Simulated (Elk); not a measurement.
Band structure of Ga (Cmce, 4 atoms in the cell).

```
CELL_PARAMETERS angstrom
      2.19253    -3.75872     0.00000
      2.19253     3.75872     0.00000
      0.00000     0.00000     4.50721
ATOMIC_POSITIONS crystal
  Ga 0.65570 0.34430 0.41540
  Ga 0.34430 0.65570 0.58460
  Ga 0.84430 0.15570 0.91540
  Ga 0.15570 0.84430 0.08460
```

Method of the run: PBE, all-electron FP-LAPW, Elk's shipped species files, default APW+lo basis in Elk.

Settings: xctype = 20; rgkmax = 7; stype = 0; swidth = 0.00999582 Ha; ngridk = 7 7 6.

The starting cell comes from a database of computed structures (which also holds hypothetical and non-ambient phases and stackings), without a prior relaxation at this level. Its lattice was rescaled by a random factor within 2.5 % of one. Values depend on the basis (sphere radii, cutoffs, local orbitals), which need not be converged.

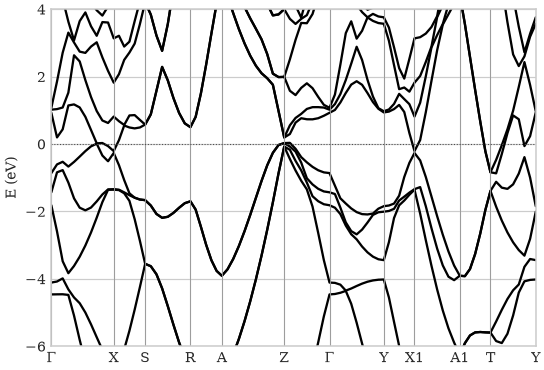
Figure: Bands along the path, energies from the Fermi level.

Levels in eV from the Fermi level, bands 23 to 30:
```
point     23     24     25     26     27     28    29    30
-----  -----  -----  -----  -----  -----  -----  ----  ----
Γ      -4.11  -1.81  -1.43  -0.86   0.93   1.02  1.08  5.35
X      -6.77  -1.35  -1.34  -0.26  -0.21   0.82  1.82  3.14
S      -3.55  -3.55  -1.66  -1.66   0.58   0.58  4.21  4.21
R      -6.55  -6.55  -1.70  -1.70   0.50   0.50  7.48  7.48
A      -6.26  -6.26  -3.91  -3.91   4.43   4.43  5.23  5.23
Z      -0.07  -0.07   0.03   0.03   0.20   0.20  1.99  1.99
Y      -4.02  -3.44  -2.01  -1.84   0.94   0.98  3.57  3.76
X1     -6.77  -1.35  -1.34  -0.26  -0.21   0.82  1.82  3.14
A1     -6.26  -6.26  -3.91  -3.91   4.43   4.43  5.23  5.23
T      -5.59  -5.59  -1.39  -1.39  -0.84  -0.84  6.60  6.60
```

Bands cross the Fermi level along this path, so the cell is metallic at this level.
